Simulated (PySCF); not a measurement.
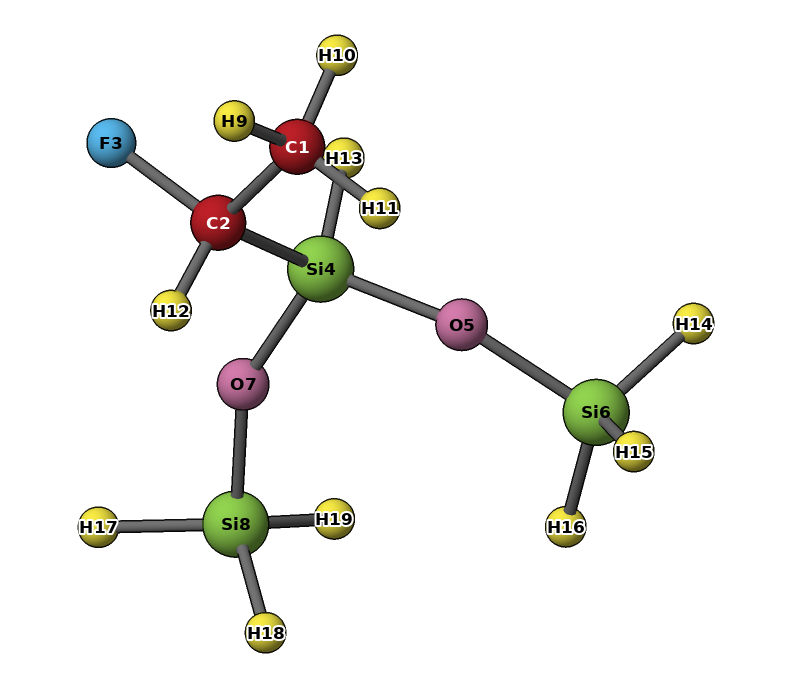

The questions are on Hirshfeld charges. The geometry was computed by an optimisation with GFN2-xTB. No frequency run is at hand to confirm it as a minimum. Level of theory: PBE0/pcSseg-1, gas phase (PySCF 2.14.0).

List the Hirshfeld charges.

| atom | value (e) |
| --- | --- |
| C1 | −0.13 |
| C2 | −0.03 |
| F3 | −0.13 |
| Si4 | 0.47 |
| O5 | −0.30 |
| Si6 | 0.40 |
| O7 | −0.30 |
| Si8 | 0.40 |
| H9 | 0.04 |
| H10 | 0.04 |
| H11 | 0.05 |
| H12 | 0.04 |
| H13 | −0.08 |
| H14 | −0.08 |
| H15 | −0.08 |
| H16 | −0.08 |
| H17 | −0.08 |
| H18 | −0.08 |
| H19 | −0.08 |

The geometry is semi-empirical. Around Si such bond lengths and angles can be off by a tenth of an ångström or more and by several degrees, and values that hang on the shape move with them.
